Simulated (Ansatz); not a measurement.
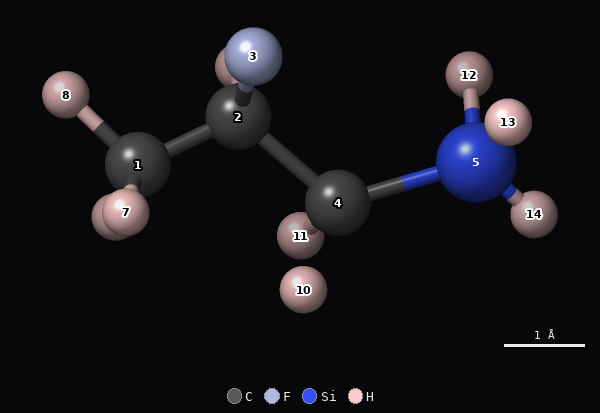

The input geometry (ball-and-stick view, seen at a tilt; atoms are numbered from 1 in the order of the input). Sticks are drawn by distance; a stretched bond gets none, so the picture shows separate pieces. Bond lengths as drawn: C–C 1.42 to 1.66 Å, C–F 1.46 Å, C–H 1.10 to 1.27 Å, C–Si 1.82 Å and H–Si 1.04 to 1.37 Å.

**Single-point calculation of C3H9FSi (charge −1)**

The run: single-point calculation of C3H9FSi, charge −1, multiplicity 2. Method and program: ROKS revPBE-d3bj/aug-cc-pVDZ (Ansatz 0.2.0).

The geometry comes from this level: PBE0-D4/def2-TZVP.

Output
```
Functional definition: revPBE
  name "revPBE"
  cite "Zhang & Yang, Phys. Rev. Lett. 80, 890 (1998) doi:10.1103/PhysRevLett.80.890"
  cite "Perdew, Burke & Ernzerhof, Phys. Rev. Lett. 77, 3865 (1996) doi:10.1103/PhysRevLett.77.3865"
  parameter kappa = 1.245
  parameter beta = 0.06672455060314922
  exchange = pbe_x(kappa = kappa, mu = beta*pi^2/3)
  correlation = pbe_c(beta = beta)
707 factors; integrals over basis functions are off by at most 2.5e-1 eV
mean field evaluation 1: about -13830.4896 eV, gradient 6.3e1 eV
mean field evaluation 2: about -13830.4826 eV, gradient 6.3e1 eV
mean field evaluation 4: about -13841.4089 eV, gradient 1.7e1 eV
mean field evaluation 8: about -13842.5636 eV, gradient 6.1e-1 eV
mean field evaluation 16: about -13842.4343 eV, gradient 1.5e0 eV
mean field evaluation 32: about -13842.6333 eV, gradient 1.8e-4 eV
mean field evaluation 64: about -13842.3248 eV, gradient 1.6e0 eV
mean field evaluation 96: about -13842.6076 eV, gradient 4.9e-2 eV
mean field evaluation 128: about -13830.0343 eV, gradient 6.4e1 eV
mean field -13842.63327861 eV, -508.7073901149 hartree, gradient 4.8e-6 eV, S^2 0.750000; 12 other end points of the search recorded, 0 dependent functions left out
reference -13842.63340221 eV, -508.7073946573 hartree; 26, 25 occupied and 174, 175 virtual orbitals, 707 factors
Total energy: -13843.38640317 eV, -508.7350669323 hartree
```

The run was set up as follows.

Input file
```yaml
crystal:
  periodic: [false, false, false]
  atoms:
    - {symbol: C, position_ang: [-1.744773, 0.795989, 0.636153]}
    - {symbol: C, position_ang: [-0.420221, 0.826865, 0.131340]}
    - {symbol: F, position_ang: [0.374682, 1.181573, 1.305736]}
    - {symbol: C, position_ang: [0.125381, -0.648455, -0.406417]}
    - {symbol: Si, position_ang: [1.863179, -0.951575, -0.847189]}
    - {symbol: H, position_ang: [-2.484491, 0.498676, -0.128772]}
    - {symbol: H, position_ang: [-1.933372, 0.148649, 1.565394]}
    - {symbol: H, position_ang: [-2.132790, 1.982798, 0.872731]}
    - {symbol: H, position_ang: [-0.337887, 1.554709, -0.718620]}
    - {symbol: H, position_ang: [-0.570801, -1.583294, 0.416678]}
    - {symbol: H, position_ang: [-0.682678, -0.635155, -1.196830]}
    - {symbol: H, position_ang: [2.111762, 0.214531, -1.530989]}
    - {symbol: H, position_ang: [2.827161, -0.997947, 0.686695]}
    - {symbol: H, position_ang: [2.107093, -1.780175, -1.417815]}
basis:
  gaussian: {orbitals: aug-cc-pVDZ, fitting: {mean_field: cc-pVTZ-jkfit}, nuclear_model: gaussian}
total_charge: -1
magnetization: {spin_polarized: false, initial_magnetization: 1}
hamiltonian: {xc: {name: revPBE}, dispersion: d3bj}
```

Launch command:
```bash
ansatz run in.yaml --threads 4 --pin off --events-out ev --progress --plain --max-ram 10444MiB
```

Key numbers

- outcome: converged
- total energy: −13843.3864 eV
- mean-field energy: −13842.6334 eV
- dispersion energy: −0.7530 eV
- ⟨S²⟩: 0.750
- SCF solution under orbital rotations: stable
- hardware: 4 threads of Intel Xeon @ 2.80GHz, 23 GiB of memory available, shared host
- wall time: 27 s (CPU time 1.7 min)
- peak memory: 0.54 GiB
